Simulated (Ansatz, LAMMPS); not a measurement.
# Which site? a vacancy of O in glassy 56SiO2-26Al2O3-18BaO (mol %) (114 atoms)

At which site of glassy 56SiO2-26Al2O3-18BaO (mol %) (114 atoms) does a vacancy of O cost least, and what about the site decides it?

Calculated with Ansatz 0.2.0; Kohn-Sham DFT, LDA, PAW (set soft_2), plane waves.

## 1. The structure

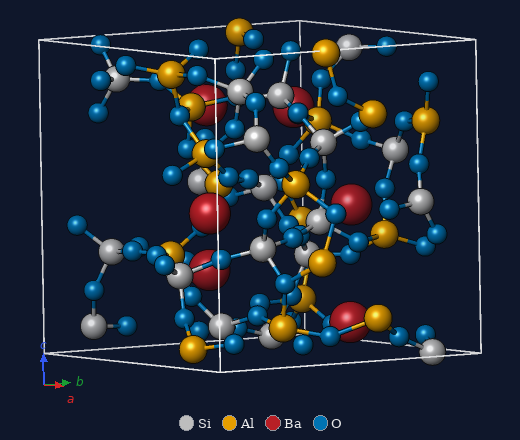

Start, viewed from a free direction; silicon light grey, aluminium orange, barium red, oxygen blue. Bonds to atoms that aren't drawn are left out. Some periodic images of atoms are drawn too.

The cell holds 114 atoms: 19 Si, 18 Al, 6 Ba and 71 O. Its edges and angles: a = 11.608 Å, b = 11.608 Å, c = 11.608 Å, α = 90.0°, β = 90.0°, γ = 90.0°. 114 atoms (19 Si, 18 Al, 6 Ba, 71 O) placed at random at 3.09 g/cm³, melted at 4000 K for 10 ps at fixed volume with the Morse and Coulomb pair potential with partial charges (Pedone, Malavasi, Menziani, Cormack and Segre, J. Phys. Chem. B 110, 11780 (2006)). Quenched from 4000 K to 300 K at 20 K/ps and fixed volume, held 10 ps at zero pressure, then minimised at fixed cell.

Limits known from the start: The quench rate of 20 K/ps far exceeds what a furnace or splat quench reaches, so expect more defects and frozen-in strain than in a real sample. The network of bonds at the start is that of the classical potential that made the cell, and needn't be the one that DFT or experiment would give. Only the Γ point is sampled, in a cell whose shortest periodic width is 12 Å. The levels lack spin–orbit coupling, which is large for the heavy elements here.

## 2. Single point at the start

The forces at the start show how far the geometry lies from a minimum of this functional.

Input file input.yaml:

```yaml
crystal:
  lattice:
    - [11.6084, 0.0, 0.0]
    - [0.0, 11.6084, 0.0]
    - [0.0, 0.0, 11.6084]
  atoms:
    - { symbol: Si, position: [0.68274, 0.60266, 0.4249] }
    - { symbol: Si, position: [0.31065, 0.64337, 0.50847] }
    - { symbol: Si, position: [0.36378, 0.94251, 0.94048] }
    - { symbol: Si, position: [0.46795, 0.69969, 0.30226] }
    - { symbol: Si, position: [0.53798, 0.55975, 0.82107] }
    - { symbol: Si, position: [0.20587, 0.1566, 0.87858] }
    - { symbol: Si, position: [0.74599, 0.3419, 0.35731] }
    - { symbol: Si, position: [0.98969, 0.16156, 0.73375] }
    - { symbol: Si, position: [0.95501, 0.80897, 0.49248] }
    - { symbol: Si, position: [0.42637, 0.58533, 0.04616] }
    - { symbol: Si, position: [0.5111, 0.33703, 0.09641] }
    - { symbol: Si, position: [0.12453, 0.18136, 0.32067] }
    - { symbol: Si, position: [0.05173, 0.57535, 0.51563] }
    - { symbol: Si, position: [0.6123, 0.94569, 0.62889] }
    - { symbol: Si, position: [0.01724, 0.17984, 0.07683] }
    - { symbol: Si, position: [0.92874, 0.8618, 0.008] }
    - { symbol: Si, position: [0.62125, 0.10634, 0.27847] }
    - { symbol: Si, position: [0.76323, 0.56947, 0.68448] }
    - { symbol: Si, position: [0.78592, 0.23845, 0.86792] }
    - { symbol: Al, position: [0.43237, 0.3891, 0.54305] }
    - { symbol: Al, position: [0.40066, 0.22092, 0.32451] }
    - { symbol: Al, position: [0.97927, 0.43886, 0.99024] }
    - { symbol: Al, position: [0.75953, 0.05971, 0.0549] }
    - { symbol: Al, position: [0.17243, 0.87494, 0.13149] }
    - { symbol: Al, position: [0.4112, 0.78599, 0.71846] }
    - { symbol: Al, position: [0.78486, 0.3883, 0.10445] }
    - { symbol: Al, position: [0.85128, 0.90341, 0.73876] }
    - { symbol: Al, position: [0.9087, 0.36305, 0.57122] }
    - { symbol: Al, position: [0.99069, 0.60745, 0.7867] }
    - { symbol: Al, position: [0.99047, 0.61455, 0.13451] }
    - { symbol: Al, position: [0.55514, 0.13129, 0.91514] }
    - { symbol: Al, position: [0.0673, 0.94832, 0.37066] }
    - { symbol: Al, position: [0.60999, 0.222, 0.66044] }
    - { symbol: Al, position: [0.16879, 0.65504, 0.99505] }
    - { symbol: Al, position: [0.97544, 0.41425, 0.32178] }
    - { symbol: Al, position: [0.67367, 0.85702, 0.36826] }
    - { symbol: Al, position: [0.41158, 0.30246, 0.79252] }
    - { symbol: Ba, position: [0.70115, 0.70228, 0.09951] }
    - { symbol: Ba, position: [0.22934, 0.48388, 0.77607] }
    - { symbol: Ba, position: [0.13323, 0.88124, 0.74011] }
    - { symbol: Ba, position: [0.83667, 0.08023, 0.49221] }
    - { symbol: Ba, position: [0.34973, 0.95052, 0.43818] }
    - { symbol: Ba, position: [0.24808, 0.47095, 0.2524] }
    - { symbol: O, position: [0.12224, 0.14029, 0.76606] }
    - { symbol: O, position: [0.92715, 0.88737, 0.3825] }
    - { symbol: O, position: [0.73629, 0.71462, 0.35638] }
    - { symbol: O, position: [0.38372, 0.53555, 0.54714] }
    - { symbol: O, position: [0.28528, 0.26737, 0.87143] }
    - { symbol: O, position: [0.69616, 0.99776, 0.32346] }
    - { symbol: O, position: [0.71119, 0.12521, 0.92127] }
    - { symbol: O, position: [0.91787, 0.87093, 0.86949] }
    - { symbol: O, position: [0.16521, 0.91517, 0.27314] }
    - { symbol: O, position: [0.00026, 0.31818, 0.06845] }
    - { symbol: O, position: [0.85345, 0.65184, 0.75186] }
    - { symbol: O, position: [0.93086, 0.73336, 0.06483] }
    - { symbol: O, position: [0.35402, 0.84086, 0.84525] }
    - { symbol: O, position: [0.84354, 0.35882, 0.25141] }
    - { symbol: O, position: [0.97846, 0.25223, 0.63419] }
    - { symbol: O, position: [0.9183, 0.20767, 0.8431] }
    - { symbol: O, position: [0.5524, 0.61427, 0.37242] }
    - { symbol: O, position: [0.67274, 0.23135, 0.32599] }
    - { symbol: O, position: [0.06349, 0.09183, 0.40728] }
    - { symbol: O, position: [0.78278, 0.33253, 0.9648] }
    - { symbol: O, position: [0.04828, 0.91675, 0.04891] }
    - { symbol: O, position: [0.8899, 0.12874, 0.07534] }
    - { symbol: O, position: [0.35408, 0.32373, 0.65423] }
    - { symbol: O, position: [0.06197, 0.58814, 0.65295] }
    - { symbol: O, position: [0.62262, 0.08315, 0.60052] }
    - { symbol: O, position: [0.89551, 0.84404, 0.60649] }
    - { symbol: O, position: [0.00728, 0.54387, 0.26144] }
    - { symbol: O, position: [0.07588, 0.14366, 0.19706] }
    - { symbol: O, position: [0.82829, 0.30376, 0.46063] }
    - { symbol: O, position: [0.53698, 0.81728, 0.29866] }
    - { symbol: O, position: [0.42863, 0.45216, 0.07966] }
    - { symbol: O, position: [0.46287, 0.4446, 0.819] }
    - { symbol: O, position: [0.70476, 0.9205, 0.72725] }
    - { symbol: O, position: [0.66317, 0.54106, 0.77418] }
    - { symbol: O, position: [0.48187, 0.6633, 0.75316] }
    [... 30 atom lines left out ...]
    - { symbol: O, position: [0.39876, 0.34305, 0.40691] }
    - { symbol: O, position: [0.70563, 0.61414, 0.56075] }
    - { symbol: O, position: [0.99527, 0.45589, 0.47735] }
    - { symbol: O, position: [0.44521, 0.2688, 0.19258] }
    - { symbol: O, position: [0.64771, 0.10282, 0.1438] }
    - { symbol: O, position: [0.4443, 0.65126, 0.17202] }
kpoints:
  mp_grid: { grid: [1, 1, 1] }
hamiltonian:
  xc: lda
scf:
  occupations: { method: fixed }
output:
  forces: true
```

Run with:

```bash
ansatz run input.yaml --threads 4 --pin off --max-ram 8192MiB --backend cpu --events-out ev --progress --plain --runs-dir out
```

Numbers of over 12 decimals in the logs are rounded to 6 here.

Output:

```text
Engine: ansatz 0.2.0, aarch64-unknown-linux-gnu
Pseudopotentials: kind: paw
Pseudopotential: Si, paw, valence charge 4, recommended cutoff 420 eV (normal), Si.paw.azcp
Pseudopotential: Al, paw, valence charge 3, recommended cutoff 420 eV (normal), Al.paw.azcp
Pseudopotential: Ba, paw, valence charge 10, recommended cutoff 420 eV (normal), Ba.paw.azcp
Pseudopotential: O, paw, valence charge 6, recommended cutoff 420 eV (normal), O.paw.azcp
[... 3 lines on functional and potentials left out ...]
Crystal: 114 atoms, lattice volume = 1564.289 Å³
Basis set: ecut = 420 eV, 30647 PW (Γ)
Bands: 422, of which v1, the nominal top of the filled ones, is band 308 counted from 1 (307 counted from 0)
Symmetry: 1 space group operations
Space group: P1 (ITA 1), of the structure as read, at distance tolerance 1.2e-4 Å
k-points: 1
[... 13 lines on functional and potentials left out ...]
Initial density: superposition of atomic densities (neutral atoms: chi_scale 0, normalization atom), corrected by the library's trained network
Initial wavefunctions: pseudopotential atomic-orbital guess
Functional: x = slater, c = lda
SCF iter   1: F=—  HF=-95046.291465 eV  |F-HF|=—  |Δ(HF+E_count)|=         —  Δρ=1.33e-2  dr2=2.63e0  ethr=1.77e-3  ⟨swp⟩=6.0  Hψ=1497  notcnv=0  defer=112
preconditioner: auto → Resta (q_TF=auto, 2.336 Å⁻¹)  ε∞=3.4  [insulator: Δε(μ)=3.037 eV  Ē_g=15.035 eV  n_scr=340 (ndim 8)  ℏωp=23.1 eV  f_vac=0.112  ε∞_Penn≈3.4]
SCF iter   2: F=—  HF=-95045.565036 eV  |F-HF|=—  |Δ(HF+E_count)|=   7.26e-1  Δρ=3.80e-3  dr2=1.02e-1  ethr=4.27e-4  ⟨swp⟩=2.0  Hψ=645  notcnv=0  defer=112
SCF iter   3: F=—  HF=-95045.538412 eV  |F-HF|=—  |Δ(HF+E_count)|=   2.66e-2  Δρ=1.66e-3  dr2=3.48e-2  ethr=1.65e-5  ⟨swp⟩=3.0  Hψ=550  notcnv=0  defer=93
automatic band count: iteration 3 solves 403 bands in place of 422: the levels show a gap, and the empty bands left out lie too high to hold charge; the band table lists the bands solved (type scf.n_extra_bands for more)
SCF iter   4: F=—  HF=-95045.531842 eV  |F-HF|=—  |Δ(HF+E_count)|=   6.57e-3  Δρ=1.06e-3  dr2=1.43e-2  ethr=5.65e-6  ⟨swp⟩=3.0  Hψ=551  notcnv=0  defer=93
SCF iter   5: F=—  HF=-95045.527921 eV  |F-HF|=—  |Δ(HF+E_count)|=   3.92e-3  Δρ=2.03e-4  dr2=9.35e-4  ethr=2.32e-6  ⟨swp⟩=3.0  Hψ=550  notcnv=0  defer=93
SCF iter   6: F=—  HF=-95045.527871 eV  |F-HF|=—  |Δ(HF+E_count)|=   4.99e-5  Δρ=7.13e-5  dr2=8.93e-5  ethr=1.52e-7  ⟨swp⟩=2.0  Hψ=543  notcnv=0  defer=93
SCF iter   7: F=—  HF=-95045.527891 eV  |F-HF|=—  |Δ(HF+E_count)|=   2.03e-5  Δρ=2.41e-5  dr2=1.06e-5  ethr=1.45e-8  ⟨swp⟩=2.0  Hψ=667  notcnv=0  defer=93
SCF iter   8: F=—  HF=-95045.527894 eV  |F-HF|=—  |Δ(HF+E_count)|=   2.56e-6  Δρ=6.30e-6  dr2=1.03e-6  ethr=1.72e-9  ⟨swp⟩=2.0  Hψ=570  notcnv=0  defer=93
SCF iter   9: F=—  HF=-95045.527895 eV  |F-HF|=—  |Δ(HF+E_count)|=   8.25e-7  Δρ=5.82e-6  dr2=4.33e-7  ethr=1.67e-10  ⟨swp⟩=2.0  Hψ=611  notcnv=0  defer=93
SCF iter  10: F=-95045.527895 eV  HF=-95045.527895 eV  |F-HF|=8.59e-9  |Δ(HF+E_count)|=   4.70e-8  Δρ=1.16e-6  dr2=2.98e-8  ethr=1.62e-11  ⟨swp⟩=2.0  Hψ=1314  notcnv=0
SCF 1 converged in 10 iterations: F = -95045.527895 eV  dr2 = 2.98e-8
  greatest PAW one-centre occupation: 0.956 electrons in one spin orbital (limit 2), on the Ba atom at site 40 (counted from 0), in its partial waves of l = 0
SCF converged after 10 iterations
Free energy (F): -95045.527895 eV
Harris-Foulkes:  -95045.527895 eV  (|F-HF|=8.59e-9)
Internal energy: -95045.527895 eV  (E = F + TS)
E sigma→0 (E₀):  -95045.527895 eV
Fermi energy:    4.501483 eV
--- Per-component energies (eV) ---
  E_band       = -2264.218710
  E_kinetic    = 14929.953392
  E_local      = -38319.395818  (includes V_loc(G=0)·N_el)
  E_nonlocal   = 4593.215247
  E_hartree    = 14260.431256
  E_xc         = -7954.912158
  E_vxc        = -8931.629654  (∫ρ·V_xc dr)
  E_paw        = -58085.750540  (= ΣΔE_a)
  E_vpaw       = -3057.416782  (= ΣTr[D̂ρ^β])
  E_aug_tail   = 0.184720  (compensation charges beyond the density's cutoff)
  E_ewald      = -24480.435694
  E_core_change = 11.181700  (= ΣΔE_core)
  E_smearing   = -0.000000  (= −TS)
  E_closure    = 0.000000  (closes the sum)
  Σ components = -95045.527895   (vs F -95045.527895, Δ=0.00e0)
--- Forces (eV/Å), atoms counted from 1 ---
  atom   1  Si    -0.43831132     0.84133216    -0.11048060
  atom   2  Si     0.61859378    -0.95386663     0.49407764
  atom   3  Si    -0.44044114     0.72780125    -0.10236469
  atom   4  Si     1.77357633    -0.98592404     0.70569311
  atom   5  Si    -1.36618512    -0.02948917     0.12581695
  atom   6  Si    -0.64228316     0.05512899     0.49479113
  atom   7  Si     0.42845318     0.49881801    -0.45173793
  atom   8  Si    -1.32508908    -0.31759983     1.40088497
  atom   9  Si     2.55454144     1.96459889     0.17968084
  atom  10  Si     0.46307176    -0.54934296     0.08546364
  atom  11  Si     1.26705062     0.54277781     0.34610736
  atom  12  Si    -0.69160666    -0.13784375    -0.97646625
  atom  13  Si     0.26519171     1.48443204     1.58391015
  atom  14  Si     0.81538421     0.34499081    -0.64523922
[...]
atom 113  O     -0.29576445    -0.05137514    -0.69290759
  atom 114  O     -0.13969580     0.17921752    -0.18299507
  max |Σ_I F_I| component: 3.50e-4 eV/Å
```

Run time: 23 s. Hardware: 4 threads of Arm Neoverse V1, shared host; peak memory 1.8 GiB; 81 s of CPU time.

The r.m.s. force at the start is 0.65 eV/Å.

## 3. Relaxation

The atoms are relaxed in the fixed cell, aiming at the force tolerance of the input.

Input file input.yaml:

```yaml
crystal:
  lattice:
    - [11.6084, 0.0, 0.0]
    - [0.0, 11.6084, 0.0]
    - [0.0, 0.0, 11.6084]
  atoms:
    [... the 114 atom lines of step 2 ...]
kpoints:
  mp_grid: { grid: [1, 1, 1] }
hamiltonian:
  xc: lda
scf:
  occupations: { method: fixed }
output:
  forces: true
relax:
  f_tol: 0.05
  max_steps: 120
```

Output:

```text
[...]
Crystal: 114 atoms, lattice volume = 1564.289 Å³
Basis set: ecut = 420 eV, 30647 PW (Γ)
Bands: 422, of which v1, the nominal top of the filled ones, is band 308 counted from 1 (307 counted from 0)
Symmetry: 1 space group operations
[...]
k-points: 1
[...]
SCF iter   1: F=—  HF=-95046.291465 eV  |F-HF|=—  |Δ(HF+E_count)|=         —  Δρ=1.33e-2  dr2=2.63e0  ethr=1.77e-3  ⟨swp⟩=6.0  Hψ=1497  notcnv=0  defer=112
[...]
SCF iter   7: F=-95045.527892 eV  HF=-95045.527891 eV  |F-HF|=1.81e-7  |Δ(HF+E_count)|=   8.61e-7  Δρ=2.38e-5  dr2=1.05e-5  ethr=1.01e-8  ⟨swp⟩=4.0  Hψ=1204  notcnv=0
SCF 1 converged in 7 iterations: F = -95045.527892 eV  dr2 = 1.05e-5
[...]
relax step   1: F+E_penalty+E_count = -95045.52789154 eV  Δ(F+E_penalty+E_count) = +0.000e0 eV  max|allowed force component| = 2.554e0 eV/Å  Δτ_max = 0.0000 Å  (7 SCF iters, dr2 threshold 6.25e-5 eV, accepted)
[... from here on, the SCF cycles and remarks between the steps are left out ...]
relax step   2: F+E_penalty+E_count = -95047.33122354 eV  Δ(F+E_penalty+E_count) = -1.803e0 eV  max|allowed force component| = 2.121e0 eV/Å  Δτ_max = 0.1963 Å  (6 SCF iters, dr2 threshold 1.00e-4 eV, accepted)
relax step   3: F+E_penalty+E_count = -95048.53807245 eV  Δ(F+E_penalty+E_count) = -1.207e0 eV  max|allowed force component| = 1.096e0 eV/Å  Δτ_max = 0.1947 Å  (7 SCF iters, dr2 threshold 1.00e-4 eV, accepted)
relax step   4: F+E_penalty+E_count = -95049.13060987 eV  Δ(F+E_penalty+E_count) = -5.925e-1 eV  max|allowed force component| = 4.353e-1 eV/Å  Δτ_max = 0.2000 Å  (6 SCF iters, dr2 threshold 1.00e-4 eV, accepted)
relax step   5: F+E_penalty+E_count = -95049.35990348 eV  Δ(F+E_penalty+E_count) = -2.293e-1 eV  max|allowed force component| = 3.504e-1 eV/Å  Δτ_max = 0.2000 Å  (7 SCF iters, dr2 threshold 2.99e-5 eV, accepted)
relax step   6: F+E_penalty+E_count = -95049.48976831 eV  Δ(F+E_penalty+E_count) = -1.299e-1 eV  max|allowed force component| = 4.147e-1 eV/Å  Δτ_max = 0.2000 Å  (7 SCF iters, dr2 threshold 1.94e-5 eV, accepted)
relax step   7: F+E_penalty+E_count = -95049.47686166 eV  Δ(F+E_penalty+E_count) = +1.291e-2 eV  max|allowed force component| = 6.707e-1 eV/Å  Δτ_max = 0.2000 Å  (7 SCF iters, dr2 threshold 1.00e-4 eV, rejected (line search))
relax step   8: F+E_penalty+E_count = -95049.57321745 eV  Δ(F+E_penalty+E_count) = -8.345e-2 eV  max|allowed force component| = 1.116e-1 eV/Å  Δτ_max = 0.1000 Å  (9 SCF iters, accepted)
relax step   9: F+E_penalty+E_count = -95049.58257187 eV  Δ(F+E_penalty+E_count) = -9.354e-3 eV  max|allowed force component| = 1.023e-1 eV/Å  Δτ_max = 0.0674 Å  (9 SCF iters, accepted)
relax step  10: F+E_penalty+E_count = -95049.58564490 eV  Δ(F+E_penalty+E_count) = -3.073e-3 eV  max|allowed force component| = 6.769e-2 eV/Å  Δτ_max = 0.0389 Å  (8 SCF iters, accepted)
relax step  11: F+E_penalty+E_count = -95049.58215625 eV  Δ(F+E_penalty+E_count) = +3.489e-3 eV  max|allowed force component| = 7.157e-2 eV/Å  Δτ_max = 0.0657 Å  (8 SCF iters, rejected (line search))
relax step  12: F+E_penalty+E_count = -95049.58884297 eV  Δ(F+E_penalty+E_count) = -3.198e-3 eV  max|allowed force component| = 4.717e-2 eV/Å  Δτ_max = 0.0217 Å  (8 SCF iters, accepted)
SCF converged after 8 iterations
Free energy (F): -95049.588843 eV
[...]
Internal energy: -95049.588843 eV  (E = F + TS)
E sigma→0 (E₀):  -95049.588843 eV
Fermi energy:    4.069272 eV
[...]
--- Forces (eV/Å), atoms counted from 1 ---
  atom   1  Si     0.00337710    -0.01330969     0.03648779
  atom   2  Si    -0.00040215     0.00827075     0.01094983
  atom   3  Si    -0.00202001    -0.00071139    -0.02203044
  atom   4  Si    -0.00749895    -0.00226936     0.00690983
  atom   5  Si     0.00257402    -0.00282797     0.00171178
  atom   6  Si     0.01744371     0.00535497    -0.00159646
  atom   7  Si    -0.00459418    -0.03253136    -0.01279129
  atom   8  Si     0.01936891     0.02502365     0.03216433
  atom   9  Si    -0.01007359     0.00463625    -0.01151573
  atom  10  Si     0.00570796    -0.00455360    -0.03687833
  atom  11  Si    -0.01750843    -0.01178623     0.00154734
  atom  12  Si    -0.00468052     0.00667686     0.00041231
  atom  13  Si    -0.00033507    -0.00578154    -0.01461053
  atom  14  Si    -0.00938947    -0.00237364    -0.00012872
[...]
atom 113  O      0.00110995    -0.00231242    -0.00922253
  atom 114  O     -0.00464432     0.00233762     0.01513264
  max |Σ_I F_I| component: 1.62e-4 eV/Å
--- Relaxed structure (12 steps of the walk, 10 accepted, 0 SCFs on fresh bases) ---
  F+E_penalty+E_count = -95049.58884297 eV   max|allowed force component| = 4.717e-2 eV/Å
  atoms:
    - { symbol: Si, position: [0.683057, 0.601507, 0.421453] }
    - { symbol: Si, position: [0.312651, 0.637133, 0.503583] }
    - { symbol: Si, position: [0.348570, 0.948640, 0.928695] }
    - { symbol: Si, position: [0.476902, 0.695765, 0.310604] }
[...]
- { symbol: O, position: [0.466288, 0.667104, 0.172042] }
```

It took 2.9 min on 4 threads; peak memory 1.8 GiB; 11 min of CPU time.

The relaxation converged after 12 steps, 4.06 eV below its start, with a largest force component of 0.047 eV/Å.

(Part 1 of 3 ends here.)

[Logs are printed without paths, hosts, clocks, repeated set-up lines and the standing remarks that a program may print on its own settings, such as how far it seeks lower states.]

[Hosts, paths, dates, database ids (printed as entryN), source tags and the programs' standing remarks are cut or masked in the printed files.]
